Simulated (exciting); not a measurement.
# Electron–core-hole interaction in the N K spectrum of LiGeN, part 2 of 3

How far do the exchange and direct terms reshape the N K edge of LiGeN?

exciting sodium; X-ray absorption, core-level Bethe-Salpeter equation, exchange and statically screened direct term, Tamm-Dancoff, all-electron LAPW+lo LDA.

So far. Step 3 (A richer basis for the empty states): Against the first ground state the total energy moves by -7 meV an atom and the gap by 0.00 eV.

## (4) Screening, kernels and BSE for N atom 3

The absorber has 3 Ge at 2.00 Å and 3 Li at 2.18 Å (distorted octahedral, site symmetry 3m).

input.xml

```
<input>
  <title>LiGeN</title>
  <structure speciespath="." autormt="false" epslat="1.0e-5">
    <crystal>
      <basevect>5.6926271065 0.0000000000 0.0000000000</basevect>
      <basevect>-2.8463135532 4.9299596885 0.0000000000</basevect>
      <basevect>0.0000000000 0.0000000000 17.8001977489</basevect>
    </crystal>
    <species speciesfile="Ge.xml" rmt="2.127">
      <atom coord="0.0000000000 0.0000000000 0.9980230000"/>
      <atom coord="0.0000000000 0.0000000000 0.4980230000"/>
    </species>
    <species speciesfile="N.xml" rmt="1.542">
      <atom coord="0.6666666667 0.3333333333 0.1032230000"/>
      <atom coord="0.3333333333 0.6666666667 0.6032230000"/>
    </species>
    <species speciesfile="Li.xml" rmt="2.236">
      <atom coord="0.3333333333 0.6666666667 0.2433920000"/>
      <atom coord="0.6666666667 0.3333333333 0.7433920000"/>
    </species>
  </structure>
  <groundstate do="skip" xctype="LDA_PW" ngridk="5 5 2" rgkmax="7" gmaxvr="14" nempty="8" swidth="0.001" maxscl="100" epsengy="1e-5"/>
  <xs xstype="BSE" ngridk="5 5 2" ngridq="5 5 2" vkloff="0.097 0.273 0.493" rgkmax="7" nempty="31" gqmax="3" lmaxapwwf="5" lmaxemat="2" broad="0.01654" tevout="true">
    <energywindow intv="13.318 14.935" points="439"/>
    <screening screentype="full" nempty="53"/>
    <BSE xas="true" xasspecies="2" xasatom="1" xasedge="K" bsetype="singlet" nstlxas="1 27"/>
    <qpointset>
      <qpoint>0 0 0</qpoint>
    </qpointset>
    <plan>
      <doonly task="xsgeneigvec"/>
      <doonly task="writepmatxs"/>
      <doonly task="scrgeneigvec"/>
      <doonly task="scrwritepmat"/>
      <doonly task="screen"/>
      <doonly task="scrcoulint"/>
      <doonly task="exccoulint"/>
    </plan>
  </xs>
</input>
```

input.xml for the last start (plan only)

```
  <plan>
    <doonly task="bse"/>
  </plan>
```

Started as:

```sh
> OMP_NUM_THREADS=1 mpirun -n 4 exciting
> OMP_NUM_THREADS=4 exciting
```

Numbers of over 12 decimals in the logs are rounded to 6 here.

Output:

```text
| EXCITING SODIUM started for task xsgeneigvec ( 301)                          =
One-shot GS runs for BSE calculations
One-shot GS runs for k+qmt/2 grids
Info(xsgeneigvec): Generating eigenvectors for Q-point      1
Info(xsgeneigvec): Generation of eigenvectors finished
| EXCITING SODIUM started for task writepmatxs ( 320)                          =
Info(writepmatxs): Momentum matrix elements finished
| EXCITING SODIUM started for task scrgeneigvec ( 401)                         =
One-shot GS runs for BSE calculations
One-shot GS runs for k+qmt/2 grids
Info(xsgeneigvec): Generating eigenvectors for Q-point      1
Using screening GS parameters.
Info(xsgeneigvec): Generation of eigenvectors finished
| EXCITING SODIUM started for task scrwritepmat ( 420)                         =
Info(writepmatxs): Momentum matrix elements finished
Info(scrwritepmat): Momentum matrix elements for screening finished
| EXCITING SODIUM started for task screen ( 430)                               =
Info(screenlauncher): Calculating screening for unshifted q-grid.
Info(screenlauncher): Number of q points:      10
Info(screenlauncher): lowest (partially)  unoccupied state:     23
Info(screenlauncher): highest (partially) occupied state  :     22
Info(screenlauncher): number of occupied states considered:   22
Info(screenlauncher): number of unoccupied states considered:   54
Info(screenlauncher): Starting loop over q-points
Info(screenlauncher): Screening for unshifted q-grid finished
Info(screenlauncher): Screening finished
| EXCITING SODIUM started for task scrcoulint ( 440)                           =
Info(scrcoulintlauncher): Setting up screened Coulomb interaction matrix W.
Info(scrcoulintlauncher): Using momentum transfer vectors from list :   1 to  1
Info(scrcoulintlauncher): Calculating screened Coulomb interaction matrix W
Info(scrcoulintlauncher): Momentum transfer list index: iqmt=  1
Info(scrcoulintlauncher): Momentum transfer: vqmtl=   0.000   0.000   0.000
Info(scrcoulintlauncher): Calculating RR block of W
Info(scrcoulint): Inspecting occupations...
Info(setranges_modxs): Number of non-reduced k-points:       50
Info(setranges_modxs): Number of states considered:       54
Info(setranges_modxs): Number of (partially) occupied states:        2
Info(setranges_modxs): Highest (partially) occupied states:       22
Info(setranges_modxs): Number of (partially) unoccupied states:       32
Info(setranges_modxs): Lowest (partially) unoccupied states:       23
Info(scrcoulint): Selecting transitions...
Info(select_transitions): Inspecting transitions in the  band interval:
  lowest occupied state:   1
  highest occupied state:   2
  lowest unoccupied state:  23
  highest unoccupied state:  49
  Opening gap with a scissor of:      0.000/H      0.000/eV
Info(select_transitions): Number of participating transitions:    2700
Info(scrcoulint): Size of file SCCLI will be about     0.055401 GB
Info(scrcoulint): Using q-grid
Info(scrcoulint): Number of reduced q-points:     10
Info(scrcoulint): Number of non-reduced q-points:     50
Info(scrcoulint): Calculating W(G1,G2,qr) fourier coefficients
Info(scrcoulint): Calculating W matrix elements
Info(scrcoulintlauncher): Screened coulomb interaction finished for iqmt=   1
| EXCITING SODIUM started for task exccoulint ( 441)                           =
Info(exccoulintlauncher): Setting up exchange interaction matrix V.
Info(exccoulintlauncher): Using momentum transfer vectors from list :   1 to  1
Info(exccoulintlauncher):Calculating exchange interaction matrix V
Info(exccoulintlauncher): Momentum transfer list index: iqmt=  1
Info(exccoulintlauncher): Momentum transfer: vqmtl=   0.000   0.000   0.000
Info(exccoulintlauncher): Calculating RR block of V
Info(exccoulint): Inspecting occupations...
Info(setranges_modxs): Number of non-reduced k-points:       50
Info(setranges_modxs): Number of states considered:       54
Info(setranges_modxs): Number of (partially) occupied states:        2
Info(setranges_modxs): Highest (partially) occupied states:       22
Info(setranges_modxs): Number of (partially) unoccupied states:       32
Info(setranges_modxs): Lowest (partially) unoccupied states:       23
Info(exccoulint): Selecting transitions...
Info(select_transitions): Inspecting transitions in the  band interval:
  lowest occupied state:   1
  highest occupied state:   2
  lowest unoccupied state:  23
  highest unoccupied state:  49
  Opening gap with a scissor of:      0.000/H      0.000/eV
Info(select_transitions): Number of participating transitions:    2700
Info(exccoulint): Size of file EXCLI will be about     0.055401 GB
Info(exccoulint): Generating plane wave matrix elements for momentum transfer iqmt=   1
  Timing (in seconds)	   :     288.397
Info(exccoulint): Generating V matrix elements
Info(exccoulint): Zeroing Coulomb potential at G+qmt index:  1
Info(exccoulintlauncher): Exchange interaction finished for iqmt=   1
| EXCITING SODIUM started for task bse ( 445)                                  =
Info(bselauncher): Init time:    1.414720
Info(bselauncher): Setting up and diagonalizing BSE Hamiltonian.
Info(bselauncher): Using momentum transfer vectors from list :   1 to  1
Info(bselauncher): Distributing qmt-points over   1 processes.
Info(bselauncher): BSE type: singlet
Info(bselauncher): Momentum transfer list index: iqmt=  1
Info(bselauncher): Momentum transfer: vqmtl=   0.000   0.000   0.000
Info(bse): Inspecting occupations...
Info(setranges_modxs): Number of non-reduced k-points:       50
Info(setranges_modxs): Number of states considered:       54
Info(setranges_modxs): Number of (partially) occupied states:        2
Info(setranges_modxs): Highest (partially) occupied states:       22
Info(setranges_modxs): Number of (partially) unoccupied states:       32
Info(setranges_modxs): Lowest (partially) unoccupied states:       23
Info(select_transitions): Inspecting transitions in the  band interval:
  lowest occupied state:   1
  highest occupied state:   2
  lowest unoccupied state:  23
  highest unoccupied state:  49
  Opening gap with a scissor of:      0.000/H      0.000/eV
Info(select_transitions): Number of participating transitions:    2700
Info(bse): Selecting transitions...
Info(bse):bsegap (eV):   374.122952
Info(bse): Assembling BSE matrix
  RR/RA blocks of global BSE-Hamiltonian:
  Size of the Hamiltonian:    2700
  Number of k-points:      50
  Distributing matrix to   1 processes
  Local matrix shape   2700 x  2700
Info(bse): max local RAM needed for BSE matrices ~     0.108629 GB
Info(setup_bse_block): Setting up RR part of hamiltonian
Info(setup_bse_block): Singlet spin state
Info(bse): Diagonalizing RR Hamiltonian (TDA)
Info(bse): Invoking Lapack routine ZHEEVR
      2700 eigen solutions found in the interval:
         i1=       1 i2=    2700
Info(bse): Writing excition energies and oscillator strengths to text file.
Info(makespectrum_dist): Making spectrum using formula for coupling with time reversed AR basis.
Info(makespectrum_dist): Using formalism for vanishing momentum transfer.
Info(writederived): Writing quantities derived from the macroscopic dielectric function.
Info(bselauncher): Spectrum finished for iqmt=  1
Info(bselauncher): All done for BSE type singlet
```

Run time: 15 min. Hardware: 4 MPI ranks of Arm Neoverse V2, shared host.

Wall time by task: xsgeneigvec 20 s, writepmatxs 6.2 s, scrgeneigvec 19 s, scrwritepmat 5.1 s, screen 3.6 min, scrcoulint 5.3 min, exccoulint 4.9 min, bse 21 s.

The N K spectrum of N atom 3 (energy from the Kohn–Sham onset, core level to the lowest empty state found on the meshes used, 374.12 eV; the shifted mesh sets it, since it comes nearer the band minimum than the ground-state mesh; Im ε scaled to the maximum of the singlet run; cut below the end of the band set):

```
E (eV)  isotropic  ε ⊥ c  ε ∥ c
  -5.0       0.02   0.02   0.02
  -4.0       0.03   0.03   0.04
  -3.0       0.05   0.05   0.06
  -2.0       0.10   0.09   0.13
  -1.0       0.37   0.24   0.63
   0.0       1.00   1.10   0.80
   1.0       0.81   0.97   0.50
   2.0       0.97   1.13   0.65
   3.0       0.83   0.88   0.74
   4.0       0.73   0.74   0.71
   5.0       0.70   0.65   0.79
   6.0       0.60   0.64   0.52
   7.0       0.45   0.54   0.27
   8.0       0.46   0.53   0.32
   9.0       0.48   0.51   0.42
  10.0       0.52   0.46   0.63
  11.0       0.42   0.39   0.47
  12.0       0.22   0.17   0.33
  13.0       0.18   0.13   0.27
  14.0       0.18   0.13   0.28
  15.0       0.19   0.14   0.29
```

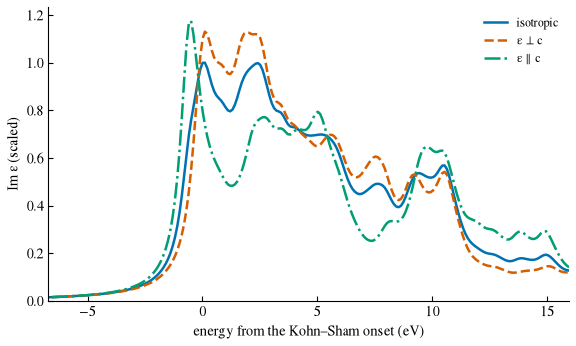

The N K edge of N atom 3.

Maxima (height): 0.1 eV (1.00), 2.4 eV (1.00), 7.6 eV (0.49), 9.4 eV (0.54), 10.5 eV (0.57) and 14.9 eV (0.19).

The Hamiltonian has 2700 rows. The lowest groups of eigenvalues and the brightest ones, on the scale above. Core spinors bring spin-forbidden partners, so dark means forbidden by spin or by symmetry, and the shifted mesh splits states that symmetry would keep together:

```
energy (eV)  states within 10 meV  relative strength
     -0.625                     1               dark
     -0.587                     1               1.00
     -0.336                     2               0.18
     -0.227                     2              0.024
     -0.186                     2               0.20
     -0.104                     1               dark
     -0.087                     1               0.41
      0.007                     1               0.50
      0.141                     2               0.24
      0.212                     2               0.28
      1.676                     2               0.26
      1.932                     1               0.33
```

## (5) Independent particles

input.xml: that of step 4 with these lines changed.

```diff
@@ -25,3 +25,3 @@
     <screening screentype="full" nempty="53"/>
-    <BSE xas="true" xasspecies="2" xasatom="1" xasedge="K" bsetype="singlet" nstlxas="1 27"/>
+    <BSE xas="true" xasspecies="2" xasatom="1" xasedge="K" bsetype="IP" nstlxas="1 27"/>
     <qpointset>
@@ -30,9 +30,3 @@
     <plan>
-      <doonly task="xsgeneigvec"/>
-      <doonly task="writepmatxs"/>
-      <doonly task="scrgeneigvec"/>
-      <doonly task="scrwritepmat"/>
-      <doonly task="screen"/>
-      <doonly task="scrcoulint"/>
-      <doonly task="exccoulint"/>
+      <doonly task="bse"/>
     </plan>
```

Started as:

```sh
> OMP_NUM_THREADS=4 exciting
```

Output:

```text
| EXCITING SODIUM started for task bse ( 445)                                  =
Info(bselauncher): Init time:    0.505864
Info(bselauncher): Setting up and diagonalizing BSE Hamiltonian.
Info(bselauncher): Using momentum transfer vectors from list :   1 to  1
Info(bselauncher): Distributing qmt-points over   1 processes.
Info(bselauncher): BSE type: IP
Info(bselauncher): Momentum transfer list index: iqmt=  1
Info(bselauncher): Momentum transfer: vqmtl=   0.000   0.000   0.000
Info(bse): Inspecting occupations...
Info(setranges_modxs): Number of non-reduced k-points:       50
[...]
highest unoccupied state:  49
  Opening gap with a scissor of:      0.000/H      0.000/eV
Info(select_transitions): Number of participating transitions:    2700
Info(bse): Selecting transitions...
Info(bse):bsegap (eV):   374.122952
Info(bse): IP requested, nothing much to do
Info(bse): Writing excition energies and oscillator strengths to text file.
Info(makespectrum_dist): Making spectrum using formula for coupling with time reversed AR basis.
Info(makespectrum_dist): Using formalism for vanishing momentum transfer.
Info(writederived): Writing quantities derived from the macroscopic dielectric function.
Info(bselauncher): Spectrum finished for iqmt=  1
Info(bselauncher): All done for BSE type IP
```

It took 1.5 s on 4 threads.

Maxima (height): 3.9 eV (0.69), 4.8 eV (0.68), 6.4 eV (0.82), 10.0 eV (0.66) and 11.4 eV (0.98); 3 lower ones aren't listed. The spectrum differs from the singlet run by 55 % r.m.s. The highest maximum lies at 11.4 eV (0.98), against 0.1 eV (1.00).

## (6) Exchange alone

input.xml: that of step 5 with these lines changed.

```diff
@@ -25,3 +25,3 @@
     <screening screentype="full" nempty="53"/>
-    <BSE xas="true" xasspecies="2" xasatom="1" xasedge="K" bsetype="IP" nstlxas="1 27"/>
+    <BSE xas="true" xasspecies="2" xasatom="1" xasedge="K" bsetype="RPA" nstlxas="1 27"/>
     <qpointset>
```

Started as:

```sh
> OMP_NUM_THREADS=4 exciting
```

Output:

```text
| EXCITING SODIUM started for task bse ( 445)                                  =
Info(bselauncher): Init time:    0.506397
Info(bselauncher): Setting up and diagonalizing BSE Hamiltonian.
Info(bselauncher): Using momentum transfer vectors from list :   1 to  1
Info(bselauncher): Distributing qmt-points over   1 processes.
Info(bselauncher): BSE type: RPA
Info(bselauncher): Momentum transfer list index: iqmt=  1
Info(bselauncher): Momentum transfer: vqmtl=   0.000   0.000   0.000
Info(bse): Inspecting occupations...
Info(setranges_modxs): Number of non-reduced k-points:       50
[...]
Info(setup_bse_block): Setting up RR part of hamiltonian
Info(setup_bse_block): Using RPA approximation
Info(bse): Diagonalizing RR Hamiltonian (TDA)
Info(bse): Invoking Lapack routine ZHEEVR
      2700 eigen solutions found in the interval:
         i1=       1 i2=    2700
Info(bse): Writing excition energies and oscillator strengths to text file.
Info(makespectrum_dist): Making spectrum using formula for coupling with time reversed AR basis.
Info(makespectrum_dist): Using formalism for vanishing momentum transfer.
Info(writederived): Writing quantities derived from the macroscopic dielectric function.
Info(bselauncher): Spectrum finished for iqmt=  1
Info(bselauncher): All done for BSE type RPA
```

The job ended after 12 s (4 threads).

Maxima (height): 3.9 eV (0.66), 4.8 eV (0.65), 6.4 eV (0.81), 10.0 eV (0.66) and 11.4 eV (1.02); 3 lower ones aren't listed. The spectrum differs from the independent-particle run by 5 % r.m.s.

## (7) Local-field cutoff

Changed against the first singlet run: cutoff of the screened term (bohr⁻¹) from 3 to 4.

input.xml: that of step 6 with these lines changed.

```diff
@@ -22,6 +22,6 @@
   <groundstate do="skip" xctype="LDA_PW" ngridk="5 5 2" rgkmax="7" gmaxvr="14" nempty="8" swidth="0.001" maxscl="100" epsengy="1e-5"/>
-  <xs xstype="BSE" ngridk="5 5 2" ngridq="5 5 2" vkloff="0.097 0.273 0.493" rgkmax="7" nempty="31" gqmax="3" lmaxapwwf="5" lmaxemat="2" broad="0.01654" tevout="true">
+  <xs xstype="BSE" ngridk="5 5 2" ngridq="5 5 2" vkloff="0.097 0.273 0.493" rgkmax="7" nempty="31" gqmax="4" lmaxapwwf="5" lmaxemat="2" broad="0.01654" tevout="true">
     <energywindow intv="13.318 14.935" points="439"/>
     <screening screentype="full" nempty="53"/>
-    <BSE xas="true" xasspecies="2" xasatom="1" xasedge="K" bsetype="RPA" nstlxas="1 27"/>
+    <BSE xas="true" xasspecies="2" xasatom="1" xasedge="K" bsetype="singlet" nstlxas="1 27"/>
     <qpointset>
@@ -30,3 +30,5 @@
     <plan>
-      <doonly task="bse"/>
+      <doonly task="xsgeneigvec"/>
+      <doonly task="screen"/>
+      <doonly task="scrcoulint"/>
     </plan>
```

input.xml for the exchange start (cutoff and plan only)

```
  gqmax="3"
  <plan>
    <doonly task="exccoulint"/>
  </plan>
```

input.xml for the last start (plan only)

```
  <plan>
    <doonly task="bse"/>
  </plan>
```

Started as:

```sh
> OMP_NUM_THREADS=1 mpirun -n 4 exciting
> OMP_NUM_THREADS=1 mpirun -n 4 exciting
> OMP_NUM_THREADS=4 exciting
```

Output:

```text
| EXCITING SODIUM started for task xsgeneigvec ( 301)                          =
One-shot GS runs for BSE calculations
One-shot GS runs for k+qmt/2 grids
Info(xsgeneigvec): Generating eigenvectors for Q-point      1
Info(xsgeneigvec): Generation of eigenvectors finished
| EXCITING SODIUM started for task screen ( 430)                               =
Info(screenlauncher): Calculating screening for unshifted q-grid.
Info(screenlauncher): Number of q points:      10
Info(screenlauncher): lowest (partially)  unoccupied state:     23
[...]
Info(setup_bse_block): Setting up RR part of hamiltonian
Info(setup_bse_block): Singlet spin state
Info(bse): Diagonalizing RR Hamiltonian (TDA)
Info(bse): Invoking Lapack routine ZHEEVR
      2700 eigen solutions found in the interval:
         i1=       1 i2=    2700
Info(bse): Writing excition energies and oscillator strengths to text file.
Info(makespectrum_dist): Making spectrum using formula for coupling with time reversed AR basis.
Info(makespectrum_dist): Using formalism for vanishing momentum transfer.
Info(writederived): Writing quantities derived from the macroscopic dielectric function.
Info(bselauncher): Spectrum finished for iqmt=  1
Info(bselauncher): All done for BSE type singlet
```

Wall time 19 min (4 MPI ranks).

The spectrum differs from the singlet run by 5 % r.m.s. The highest maximum lies at 0.0 eV (1.09), against 0.1 eV (1.00). The kernels miss the short-range part of the Coulomb interaction, its components above their cutoff.

```
E (eV)  first run  this run
  -5.0       0.02      0.02
  -4.0       0.03      0.04
  -3.0       0.05      0.06
  -2.0       0.10      0.11
  -1.0       0.37      0.42
   0.0       1.00      1.08
   1.0       0.81      0.86
   2.0       0.97      1.01
   3.0       0.83      0.84
   4.0       0.73      0.73
   5.0       0.70      0.69
   6.0       0.60      0.58
   7.0       0.45      0.44
   8.0       0.46      0.44
   9.0       0.48      0.47
  10.0       0.52      0.50
  11.0       0.42      0.38
  12.0       0.22      0.20
  13.0       0.18      0.17
  14.0       0.18      0.17
  15.0       0.19      0.18
```

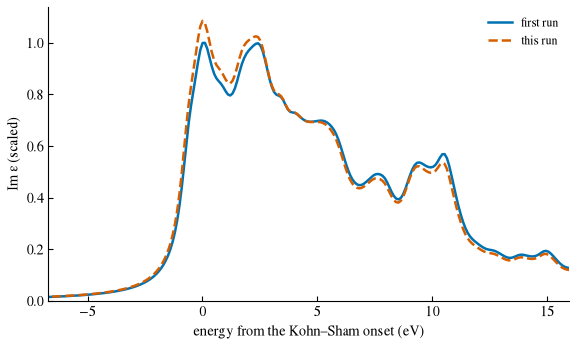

This run beside the first singlet run.

(Continued in part 3 of 3.)

[Banner, clock and machine lines of the logs are left out without a mark of their own.]

[Logs are printed without paths, hosts, clocks, repeated set-up lines and the standing remarks that a program may print on its own settings, such as how far it seeks lower states.]

[Hosts, paths, dates, database ids (printed as entryN), source tags and the programs' standing remarks are cut or masked in the printed files.]
